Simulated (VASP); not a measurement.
Band structure of BaO (rock salt). Calculation: PBE GGA, VASP's PBE PAW potentials (set 64) (plane waves; VASP).

Unless said otherwise, spin-orbit coupling is left out, though it shifts the bands of the heavy elements here.

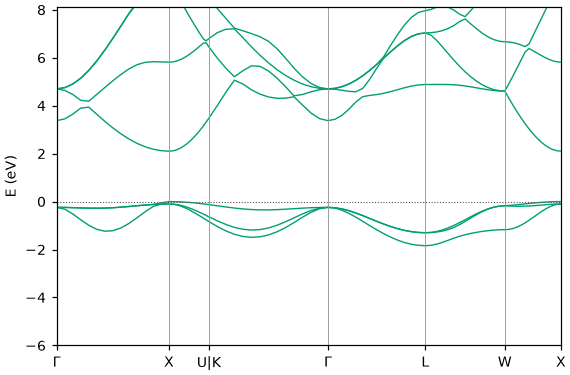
*Bands along high-symmetry lines, zero at the valence-band maximum or, without a gap, the Fermi level*

Read the plot: is there a gap, and where are the band edges?

The gap is direct, 2.10 eV, from the valence maximum at X to the conduction minimum at X. (Edges off the drawn lines would not show.)

Measured: gap 4.40 eV (computed value off by -2.30 eV), as given by Abedi et al., (2022), arXiv:2211.14644.

The compound is BaO in the rock salt structure. It was relaxed first.
